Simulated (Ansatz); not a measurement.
# Scan of one atom of the cell for WSi2 (MoSi2 type, space group I4/mmm)

Starting cell, WSi₂ (MoSi2 type, space group I4/mmm):

```yaml
crystal:
  lattice:
    - [-1.60576, 1.60576, 3.90206]
    - [1.60576, -1.60576, 3.90206]
    - [1.60576, 1.60576, -3.90206]
  atoms:
    - { symbol: W, position: [0.00000, 0.00000, 0.00000] }
    - { symbol: Si, position: [0.33486, 0.33486, 0.00000] }
    - { symbol: Si, position: [0.66514, 0.66514, 0.00000] }
```

In each cell atom 1 (W, nearest neighbour Si at 2.611 Å; its periodic images, 3.2 Å or more away, move with it) moves by s·(0.000, 0.000, 1.000) (along Cartesian z), the rest being held.

The numbers are results of r2SCAN (plane waves to 500 eV, PAW, scalar-relativistic; Ansatz, a quantum-chemistry and plane-wave program), not measurements. k mesh 16×16×16 (Γ-centred), Fermi-Dirac smearing 0.05 eV. E stands for the smeared free energy. Left out: 4 of 11 points, with atoms too close for the PAW data. With partly filled bands, energies and forces of such displacements shift with the k mesh and the smearing. Spin-orbit coupling is left out, though W is heavy. WSi2 is run without spin polarisation. WSi2 was relaxed with its symmetry unable to fall. The zero of ΔE is the undisplaced structure.

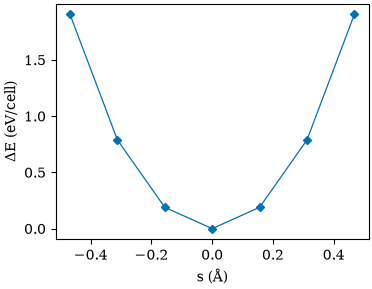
Figure: ΔE (eV/cell) against s (Å); markers are the computed points, lines only join them.

The force constant k = d²E/ds² at s = 0 (finite differences) comes out as 15.3 eV/Å² and the force along the line at s = -0.468 Å is 9.21 eV/Å. Shape of the curve: a single well with its minimum at or next to zero displacement. Harmonic estimate at the end of the scan: ½ks² = 1676 meV/cell against the computed 1904 meV/cell, so the well is stiffer than harmonic there. Symmetry of the curve: even: the same for both signs.

The forces along the line at the two nearest points give (2.457 − (-2.457)) / (2·0.156) = 15.75 eV/Å²; the next pair corrects for the finite step.

(For displaced atoms, the force is minus the slope of the energy, and its curvature is a force constant, which sets phonon frequencies.)
